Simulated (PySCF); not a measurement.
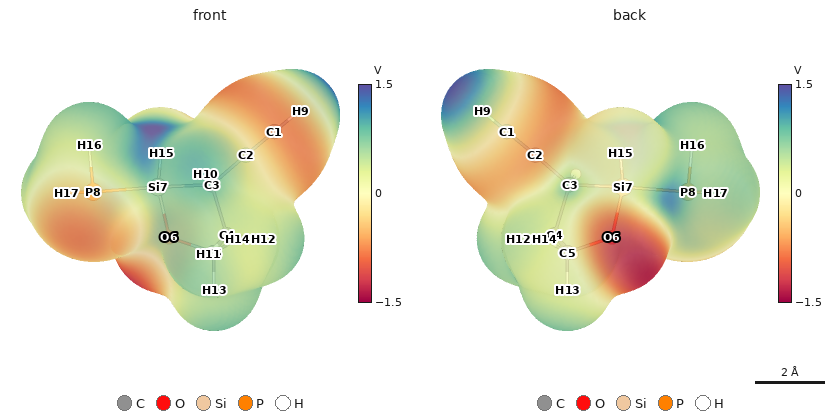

Figure. C$_{5}$H$_{9}$OPSi. The electrostatic potential painted on the density surface at 0.002 e/bohr³, seen from the front and from behind; red is negative and blue positive.

Geometry: GFN2-xTB.

Method: PySCF, PBE0/pcSseg-1, SCF density, gas phase, non-relativistic.

```xyz
17

C    -2.0666    0.2876    2.2012
C    -1.5052    0.3901    1.1483
C    -0.8130    0.4661   -0.1127
C    -0.9325   -0.8503   -0.8906
C     0.1699   -1.7661   -0.3720
O     1.3595   -1.0180   -0.2671
Si    1.0952    0.5387    0.1516
P     2.1326    1.8477   -1.3320
H    -2.5757    0.2149    3.1152
H    -1.2256    1.2957   -0.6913
H    -0.7547   -0.6572   -1.9502
H    -1.9132   -1.3124   -0.7717
H     0.3614   -2.6074   -1.0417
H    -0.0933   -2.1496    0.6192
H     1.4062    0.7217    1.5747
H     1.9579    2.9954   -0.5807
H     3.3903    1.6152   -0.8101
```

**Which sites attract a positive test charge, and which a negative one?**

A positive charge is drawn to the negative regions and a negative charge to the positive ones. The most negative region (about −1.4 V) lies over O6, the most positive (about +1.5 V) over Si7 and H9. O6 is the likeliest acceptor of a hydrogen bond.
